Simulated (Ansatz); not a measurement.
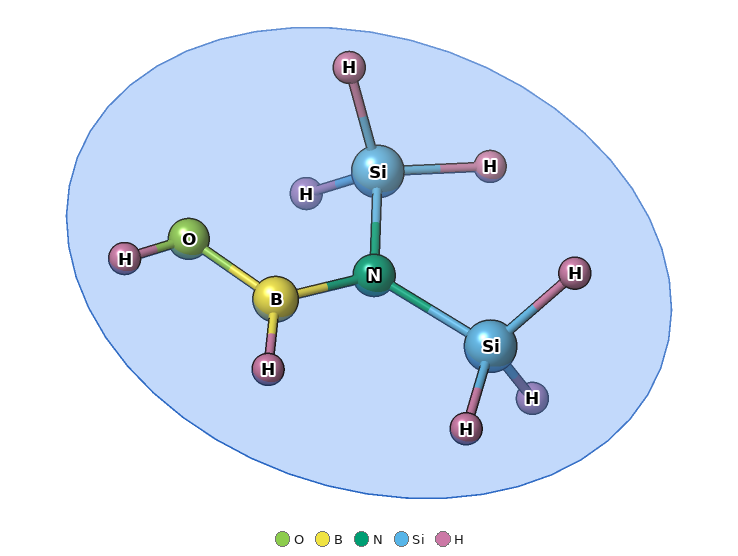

All proper rotation axes (lines) and mirror planes (discs) of the structure are drawn in. Distant atoms are faded towards the background colour. The geometry was computed by an optimisation with PBE0-D4/def2-TZVP. No frequency run is at hand to confirm it as a minimum.

Name the symmetry elements and the point group.

It has 1 mirror plane. Point group Cs. The group has 2 operations. The geometry is achiral, and symmetry allows a dipole moment.
